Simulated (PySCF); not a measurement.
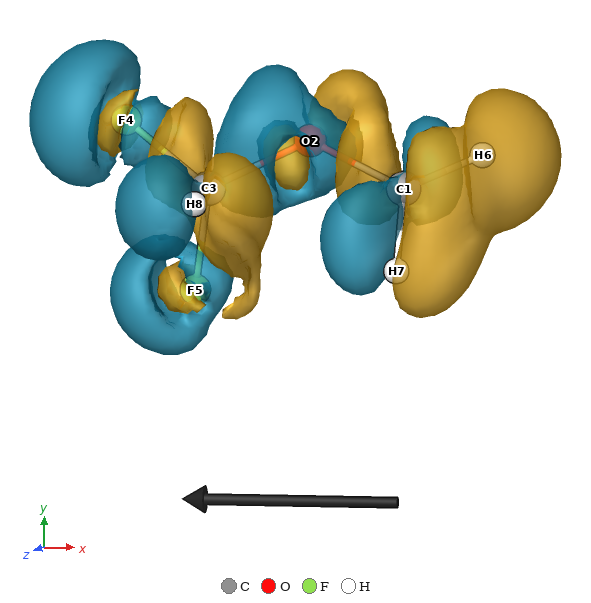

Figure 1: C2H3F2O, doublet, SMILES `[CH2]OC(F)F`. Change of the electron density in a uniform field of 0.10 V/Å along −x (arrow), surfaces at ±0.0006 e/Å³ (yellow: gain, teal: loss).

Computed with PySCF, B3LYP/6-311+G**, geometry: GFN2-xTB. No frequency check shows the geometry to be a minimum. The basis has diffuse s and p functions alone, which still leaves polarisabilities too small, most of all across bonds. The stability of the open-shell solution wasn't checked. GFN2-xTB doesn't know the spin state, so this open-shell geometry is rough.

Coordinates in Å:

```
C1       1.9094    0.0345    0.1221
O2       0.7017    0.5463   -0.2807
C3      -0.3978    0.0131    0.2969
F4      -1.4515    0.7741   -0.0125
F5      -0.6615   -1.2266   -0.1952
H6       2.7321    0.3957   -0.4576
H7       1.9364   -0.8936    0.6606
H8      -0.3350   -0.0847    1.3991
```

The field was applied in both directions; the picture shows the one opposite to the script's first.

How large is the response?

Answer. The induced dipole is 0.19 D (along the field); α along this axis, from the fields in both directions, is 37 bohr³ (5.5 Å³).
